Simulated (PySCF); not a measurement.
Bond stretch in SMILES [F][Al]([F])[F], singlet. The Al1–F4 bond (Al1 also carries F, F; F4 carries nothing else) is pulled apart rigidly from the PBE0/def2-TZVP optimised geometry.

```
4

Al     0.0000     0.0000     0.0000
F      0.0000    -1.4109    -0.8137
F      0.0000     1.4091    -0.8166
F      0.0000     0.0000     1.6287
```

- RHF/LANL2DZ = PySCF 2.14.0 with restricted Hartree-Fock/LANL2DZ, with its core potentials past Ne
- UMP2 = MP2 on UHF/6-31G, 8 core orbitals frozen run with PySCF
- UKS-PBE = PySCF with unrestricted PBE/6-31G

Energies are in kcal/mol, each relative to the lowest point of its own curve near equilibrium.

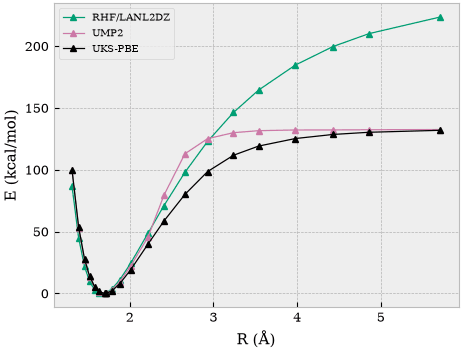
Fig. 1. Energy against bond length for each method.

```
R / Å  RHF/LANL2DZ   UMP2  UKS-PBE
-----  -----------  -----  -------
1.31          86.8  100.0    100.1
1.39          44.7   52.7     53.5
1.46          21.8   27.0     27.9
1.52           9.8   13.1     14.0
1.58           2.9    4.9      5.5
1.63           0.3    1.3      1.7
1.70           0.0    0.0      0.0
1.72           0.5    0.3      0.1
1.79           3.9    3.0      2.3
1.88          11.0    9.4      7.8
2.01          24.3   22.1     19.1
2.22          48.9   45.9     40.1
2.41          71.2   79.6     58.7
2.66          98.0  113.0     80.2
2.93         122.9  125.2     98.6
3.24         146.4  130.0    111.8
3.54         164.5  131.7    119.2
3.98         184.8  132.2    125.3
4.43         199.7  132.3    128.6
4.86         210.2  132.4    130.4
5.71         223.6  132.6    132.0
```

At the longest distance, 5.71 Å, RHF/LANL2DZ lies highest above its minimum (223.6 kcal/mol) and UKS-PBE lowest (132.0 kcal/mol).

The restricted form behind RHF/LANL2DZ keeps the bonding electrons paired and can't separate into open-shell fragments. The unrestricted solution behind UMP2 changes between 2.41 and 2.66 Å, which can leave a kink. The unrestricted determinant behind UMP2 is spin-contaminated at 2.41 to 5.71 Å (<S²> up to 1.0, against 0.00 for a pure singlet). The unrestricted determinant behind UKS-PBE is spin-contaminated at 2.93 to 5.71 Å (<S²> up to 0.8, against 0.00 for a pure singlet). At the longest distance UKS-PBE leaves fractional charges on the fragments, a sign of delocalisation error or of the restricted form.
